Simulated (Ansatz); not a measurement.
## SiH3SO (charge +1): geometry relaxation (part 1 of 2)

System: SiH3SO, charge +1.
Method: RKS PBE-D4/def2-SVP (Ansatz 0.2.0).

Figures and captions count atoms from 1; the log counts them from 0 in places.

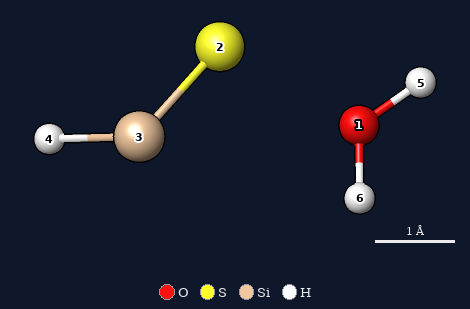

**Figure 1.** The structure as given in the input (ball-and-stick view, seen at a tilt; atoms are numbered from 1 in the order of the input). Bond lengths as drawn: H–O 0.97 Å, H–Si 1.42 Å and S–Si 1.63 Å.

### Results in brief

```csv
quantity,value
outcome,converged
total energy,−20783.6820 eV
mean-field energy,−20783.5767 eV
dispersion energy,−0.1053 eV
SCF solution under orbital rotations,stable
largest force (length of the vector) at the end,0.014 eV/Å
hardware,"2 threads of AMD EPYC, 63 GiB of memory available, shared host"
wall time,10 s (CPU time 18 s)
peak memory,0.15 GiB
```

### The input
```yaml
crystal:
  periodic: [false, false, false]
  atoms:
    - {symbol: O, position_ang: [0.876031, 0.757246, -0.066616]}
    - {symbol: S, position_ang: [0.007581, -1.012269, -0.588141]}
    - {symbol: Si, position_ang: [-1.476442, -0.819556, 0.050005]}
    - {symbol: H, position_ang: [-1.851321, -2.011860, 0.724006]}
    - {symbol: H, position_ang: [1.752537, 0.908363, -0.453657]}
    - {symbol: H, position_ang: [0.377685, 1.393409, 0.469899]}
basis:
  gaussian: {orbitals: def2-SVP}
total_charge: 1
hamiltonian: {xc: pbe, dispersion: d4}
relax: {f_tol: 0.03, max_steps: 250}
```

Launch command:
```bash
ansatz run in.yaml --threads 2 --pin off --events-out ev --progress --plain --max-ram 4352MiB
```

### Output
```
Functional definition: PBE
  name "PBE"
  cite "Perdew, Burke & Ernzerhof, Phys. Rev. Lett. 77, 3865 (1996) doi:10.1103/PhysRevLett.77.3865"
  parent pbe
  parameter kappa = 0.804
  parameter beta = 0.06672455060314922
  exchange = pbe_x(kappa = kappa, mu = beta*pi^2/3)
  correlation = pbe_c(beta = beta)
718 factors; their error is unknown
mean field evaluation 1: about -20758.5305 eV, gradient 9.3e1 eV
mean field evaluation 2: about -20601.4067 eV, gradient 2.1e2 eV
mean field evaluation 4: about -20775.9051 eV, gradient 2.1e1 eV
mean field evaluation 8: about -20777.2239 eV, gradient 2.3e-1 eV
mean field evaluation 16: about -20777.1740 eV, gradient 4.1e-4 eV
mean field -20777.17397790 eV, -763.5470604135 hartree, gradient 3.4e-5 eV, S^2 0.000000; 0 other end points of the search recorded, 0 dependent functions left out
the calculation of the forces begins
reference -20777.17400554 eV, -763.5470614291 hartree; 20, 20 occupied and 45, 45 virtual orbitals, 718 factors
relax step   1: F+E_penalty+E_count = -20777.28036484 eV  Δ(F+E_penalty+E_count) = +0.000e0 eV  max|allowed force component| = 1.886e1 eV/Å  Δτ_max = 0.0000 Å  (27 SCF iters, accepted)
these checks for a lower state are left out or cut short: starts, cluster_reference, orbital_swaps, neighbouring_geometries, increment
718 factors; their error is unknown
mean field -20780.30069366 eV, -763.6619650982 hartree, gradient 5.6e-6 eV, S^2 0.000000; 0 other end points of the search recorded, 0 dependent functions left out
[... from here on the field's lines of each further geometry are left out, up to the last ...]
relax step   2: F+E_penalty+E_count = -20780.40427466 eV  Δ(F+E_penalty+E_count) = -3.124e0 eV  max|allowed force component| = 2.603e0 eV/Å  Δτ_max = 0.1948 Å  (35 SCF iters, accepted)
relax step   3: F+E_penalty+E_count = -20780.85949876 eV  Δ(F+E_penalty+E_count) = -4.552e-1 eV  max|allowed force component| = 6.067e-1 eV/Å  Δτ_max = 0.1948 Å  (35 SCF iters, accepted)
relax step   4: F+E_penalty+E_count = -20780.99673978 eV  Δ(F+E_penalty+E_count) = -1.372e-1 eV  max|allowed force component| = 5.937e-1 eV/Å  Δτ_max = 0.1950 Å  (35 SCF iters, accepted)
relax step   5: F+E_penalty+E_count = -20781.01450572 eV  Δ(F+E_penalty+E_count) = -1.777e-2 eV  max|allowed force component| = 1.870e0 eV/Å  Δτ_max = 0.1949 Å  (35 SCF iters, accepted)
relax step   6: F+E_penalty+E_count = -20781.18828347 eV  Δ(F+E_penalty+E_count) = -1.738e-1 eV  max|allowed force component| = 9.875e-1 eV/Å  Δτ_max = 0.1620 Å  (30 SCF iters, accepted)
relax step   7: F+E_penalty+E_count = -20781.22859050 eV  Δ(F+E_penalty+E_count) = -4.031e-2 eV  max|allowed force component| = 7.046e-1 eV/Å  Δτ_max = 0.0831 Å  (29 SCF iters, accepted)
relax step   8: F+E_penalty+E_count = -20781.36760488 eV  Δ(F+E_penalty+E_count) = -1.390e-1 eV  max|allowed force component| = 4.994e-1 eV/Å  Δτ_max = 0.1958 Å  (35 SCF iters, accepted)
relax step   9: F+E_penalty+E_count = -20781.56727995 eV  Δ(F+E_penalty+E_count) = -1.997e-1 eV  max|allowed force component| = 9.134e-1 eV/Å  Δτ_max = 0.1917 Å  (30 SCF iters, accepted)
relax step  10: F+E_penalty+E_count = -20781.83276043 eV  Δ(F+E_penalty+E_count) = -2.655e-1 eV  max|allowed force component| = 1.225e0 eV/Å  Δτ_max = 0.1959 Å  (29 SCF iters, accepted)
relax step  11: F+E_penalty+E_count = -20782.01020465 eV  Δ(F+E_penalty+E_count) = -1.774e-1 eV  max|allowed force component| = 9.281e-1 eV/Å  Δτ_max = 0.1945 Å  (32 SCF iters, accepted)
relax step  12: F+E_penalty+E_count = -20782.14256944 eV  Δ(F+E_penalty+E_count) = -1.324e-1 eV  max|allowed force component| = 6.528e-1 eV/Å  Δτ_max = 0.1995 Å  (32 SCF iters, accepted)
relax step  13: F+E_penalty+E_count = -20782.18165103 eV  Δ(F+E_penalty+E_count) = -3.908e-2 eV  max|allowed force component| = 1.102e0 eV/Å  Δτ_max = 0.1941 Å  (31 SCF iters, accepted)
relax step  14: F+E_penalty+E_count = -20782.22123485 eV  Δ(F+E_penalty+E_count) = -3.958e-2 eV  max|allowed force component| = 7.694e-1 eV/Å  Δτ_max = 0.1222 Å  (29 SCF iters, accepted)
relax step  15: F+E_penalty+E_count = -20782.28692320 eV  Δ(F+E_penalty+E_count) = -6.569e-2 eV  max|allowed force component| = 2.249e-1 eV/Å  Δτ_max = 0.2000 Å  (31 SCF iters, accepted)
relax step  16: F+E_penalty+E_count = -20782.32662556 eV  Δ(F+E_penalty+E_count) = -3.970e-2 eV  max|allowed force component| = 2.715e-1 eV/Å  Δτ_max = 0.1153 Å  (29 SCF iters, accepted)
relax step  17: F+E_penalty+E_count = -20782.40569014 eV  Δ(F+E_penalty+E_count) = -7.906e-2 eV  max|allowed force component| = 7.693e-1 eV/Å  Δτ_max = 0.1949 Å  (31 SCF iters, accepted)
relax step  18: F+E_penalty+E_count = -20782.57025295 eV  Δ(F+E_penalty+E_count) = -1.646e-1 eV  max|allowed force component| = 9.008e-1 eV/Å  Δτ_max = 0.1957 Å  (31 SCF iters, accepted)
relax step  19: F+E_penalty+E_count = -20782.80343207 eV  Δ(F+E_penalty+E_count) = -2.332e-1 eV  max|allowed force component| = 9.366e-1 eV/Å  Δτ_max = 0.1932 Å  (33 SCF iters, accepted)
relax step  20: F+E_penalty+E_count = -20783.07925832 eV  Δ(F+E_penalty+E_count) = -2.758e-1 eV  max|allowed force component| = 9.192e-1 eV/Å  Δτ_max = 0.1950 Å  (28 SCF iters, accepted)
relax step  21: F+E_penalty+E_count = -20783.34805179 eV  Δ(F+E_penalty+E_count) = -2.688e-1 eV  max|allowed force component| = 7.508e-1 eV/Å  Δτ_max = 0.1984 Å  (28 SCF iters, accepted)
relax step  22: F+E_penalty+E_count = -20783.48190218 eV  Δ(F+E_penalty+E_count) = -1.339e-1 eV  max|allowed force component| = 4.311e-1 eV/Å  Δτ_max = 0.1949 Å  (27 SCF iters, accepted)
relax step  23: F+E_penalty+E_count = -20783.50248198 eV  Δ(F+E_penalty+E_count) = -2.058e-2 eV  max|allowed force component| = 6.969e-1 eV/Å  Δτ_max = 0.1702 Å  (33 SCF iters, accepted)
relax step  24: F+E_penalty+E_count = -20783.52033040 eV  Δ(F+E_penalty+E_count) = -1.785e-2 eV  max|allowed force component| = 1.988e-1 eV/Å  Δτ_max = 0.1817 Å  (33 SCF iters, accepted)
relax step  25: F+E_penalty+E_count = -20783.55846967 eV  Δ(F+E_penalty+E_count) = -3.814e-2 eV  max|allowed force component| = 2.939e-1 eV/Å  Δτ_max = 0.2000 Å  (32 SCF iters, accepted)
relax step  26: F+E_penalty+E_count = -20783.60215983 eV  Δ(F+E_penalty+E_count) = -4.369e-2 eV  max|allowed force component| = 5.736e-1 eV/Å  Δτ_max = 0.1951 Å  (31 SCF iters, accepted)
relax step  27: F+E_penalty+E_count = -20783.66187841 eV  Δ(F+E_penalty+E_count) = -5.972e-2 eV  max|allowed force component| = 5.002e-1 eV/Å  Δτ_max = 0.2000 Å  (31 SCF iters, accepted)
relax step  28: F+E_penalty+E_count = -20783.67001692 eV  Δ(F+E_penalty+E_count) = -8.139e-3 eV  max|allowed force component| = 2.855e-1 eV/Å  Δτ_max = 0.0900 Å  (27 SCF iters, accepted)
relax step  29: F+E_penalty+E_count = -20783.67718718 eV  Δ(F+E_penalty+E_count) = -7.170e-3 eV  max|allowed force component| = 8.837e-2 eV/Å  Δτ_max = 0.1099 Å  (28 SCF iters, accepted)
relax step  30: F+E_penalty+E_count = -20783.68047451 eV  Δ(F+E_penalty+E_count) = -3.287e-3 eV  max|allowed force component| = 6.091e-2 eV/Å  Δτ_max = 0.0755 Å  (27 SCF iters, accepted)
the calculation of the forces begins
reference -20783.57671094 eV, -763.7823565129 hartree; 20, 20 occupied and 45, 45 virtual orbitals, 718 factors
relax step  31: F+E_penalty+E_count = -20783.68194735 eV  Δ(F+E_penalty+E_count) = -1.473e-3 eV  max|allowed force component| = 1.377e-2 eV/Å  Δτ_max = 0.0272 Å  (27 SCF iters, accepted)
718 factors; their error is unknown
mean field evaluation 256: about -20783.6286 eV, gradient 1.2e-1 eV
```

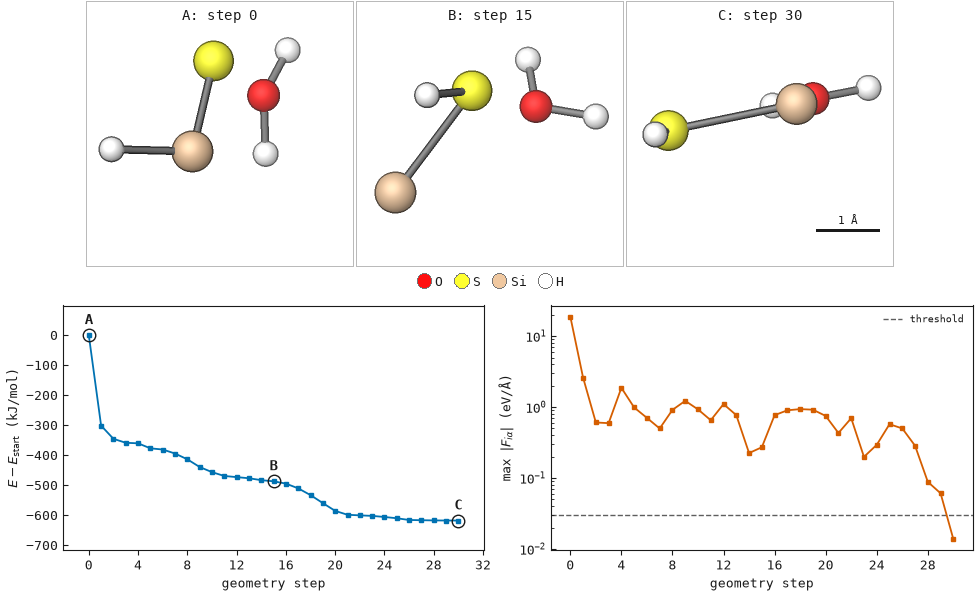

**Figure 2.** Frames of the relaxation (ball-and-stick view, seen at a tilt) above the curves, on which the letters mark them (the first geometry is step 0 here and step 1 in the log).

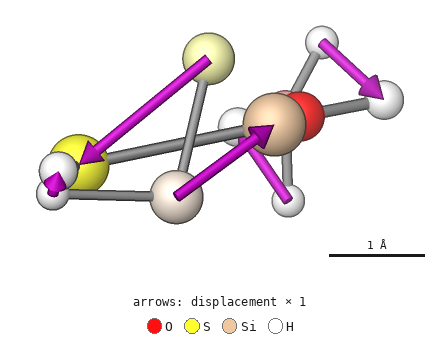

**Figure 3.** Start (faint) and end (solid) with the displacements as pink arrows, at true length (ball-and-stick view, seen at a tilt). The two geometries are laid on each other by the best rigid fit. Over 30 geometry steps the energy falls by 617.7 kJ/mol. The largest force component goes from 19 to 0.014 eV/Å. The atom that moves furthest after the best rigid fit is S2 (1.77 Å). By element the largest moves are S 1.77 Å, Si 1.33 Å, H 1.00 Å, O 0.23 Å. Distances before and after: Si3–H4 1.420 → 2.564 Å, S2–H4 2.485 → 1.368 Å, O1–Si3 2.834 → 1.952 Å, S2–Si3 1.627 → 2.124 Å. New bonds form: O1–Si3 (2.83 → 1.95 Å), S2–H4 (2.49 → 1.37 Å). Bonds break: Si3–H4 (1.42 → 2.56 Å). Among the angles that change: H5–O1–H6 125.6° → 109.4°. (Atoms are counted from 1 in the order of the input.)

```
mean field -20783.57668326 eV, -763.7823554956 hartree, gradient 8.2e-6 eV, S^2 0.000000; 1 other end points of the search recorded, 0 dependent functions left out
the calculation of the forces begins
reference -20783.57671094 eV, -763.7823565129 hartree; 20, 20 occupied and 45, 45 virtual orbitals, 718 factors
Total energy: -20783.68197504 eV, -763.7862248970 hartree
Atom 0 at     0.786478     0.757314     0.233880 Å, force    -0.001235     0.003872    -0.013769 eV/Å
Atom 1 at    -1.196120    -1.067250    -0.851063 Å, force     0.003907     0.008165    -0.003508 eV/Å
Atom 2 at    -0.193675    -0.749179     0.994611 Å, force     0.007692     0.000854     0.001600 eV/Å
Atom 3 at    -1.896716    -2.125074    -0.339235 Å, force    -0.006401    -0.005662     0.003405 eV/Å
Atom 4 at     1.446502     1.253274     0.768739 Å, force    -0.004680    -0.001151     0.009132 eV/Å
Atom 5 at     0.739601     1.146248    -0.671436 Å, force     0.000716    -0.006079     0.003138 eV/Å
Dipole moment:     0.529522     0.514190     0.227766 e Å
```

### Trajectory as extended XYZ (Å, eV, eV/Å), 31 frames, from step=1 to step=31
```
6
Properties=species:S:1:pos:R:3:forces:R:3 step=1 energy=-20777.28036
O     0.8760    0.7572   -0.0666    0.4952   0.0625  -0.2392
S     0.0076   -1.0123   -0.5881   18.7508  -3.7160  -8.7130
Si   -1.4764   -0.8196    0.0500  -18.8558   3.0161   8.1271
H    -1.8513   -2.0119    0.7240   -1.2326  -1.3713   0.5079
H     1.7525    0.9084   -0.4537    0.4306   1.0339   0.1435
H     0.3777    1.3934    0.4699    0.4119   0.9749   0.1736
6
Properties=species:S:1:pos:R:3:forces:R:3 step=2 energy=-20780.40428
O     0.9366    0.8023   -0.0903   -0.1530  -0.1831  -0.0831
S     0.1117   -1.0568   -0.6476    2.6027  -1.2714  -1.3848
Si   -1.5906   -0.8592    0.1407   -2.4613   1.1198   1.4781
H    -2.0143   -2.1177    0.7365   -0.6298  -0.9547  -0.0361
H     1.8133    1.0096   -0.4592    0.1955   0.7451   0.0947
H     0.4295    1.4370    0.4553    0.4459   0.5442  -0.0688
6
Properties=species:S:1:pos:R:3:forces:R:3 step=3 energy=-20780.85950
O     0.9617    0.8224   -0.1030   -0.0463  -0.4030  -0.1023
S     0.1596   -1.1349   -0.6127    0.3459  -0.2930  -0.0821
Si   -1.5766   -0.8292    0.3007   -0.5178  -0.1024   0.6067
H    -2.1440   -2.2082    0.6228   -0.0323   0.0842  -0.3531
H     1.8200    1.0805   -0.4970   -0.0728   0.4371   0.0986
H     0.4653    1.4848    0.4247    0.3232   0.2771  -0.1678
6
Properties=species:S:1:pos:R:3:forces:R:3 step=4 energy=-20780.99674
O     1.0051    0.8164   -0.0767    0.2002  -0.1787   0.1704
S     0.1564   -1.1630   -0.5153   -0.0406   0.0706   0.0487
Si   -1.5652   -0.8322    0.4805   -0.3764  -0.5937   0.1514
H    -2.2109   -2.2626    0.4479    0.3395   0.5715  -0.1415
H     1.8064    1.1208   -0.5659   -0.3614   0.1188   0.0965
H     0.4942    1.5360    0.3649    0.2387   0.0115  -0.3255
6
Properties=species:S:1:pos:R:3:forces:R:3 step=5 energy=-20781.01451
O     1.1152    0.7809    0.0768    0.9072   1.8429  -1.4632
S     0.1531   -1.1478   -0.3774   -0.0060   0.0575  -0.1661
Si   -1.5799   -0.8518    0.6204   -0.5179  -0.5597  -0.0349
H    -2.2148   -2.2627    0.2544    0.4906   0.6500   0.1313
H     1.7048    1.1280   -0.7321   -1.4671  -0.9824   1.8695
H     0.5077    1.5687    0.2933    0.5931  -1.0083  -0.3366
6
Properties=species:S:1:pos:R:3:forces:R:3 step=6 energy=-20781.18828
O     1.1562    0.7920    0.1318    0.1456   0.2833  -0.9875
S     0.1441   -1.1028   -0.3538    0.0379   0.0731  -0.0223
Si   -1.5905   -0.8113    0.6570   -0.3187  -0.1330   0.1210
H    -2.0956   -2.2016    0.1840    0.2497   0.1798  -0.0045
H     1.5835    1.0232   -0.7557   -0.2983  -0.2013   0.9218
H     0.4883    1.5158    0.2723    0.1837  -0.2020  -0.0285
```
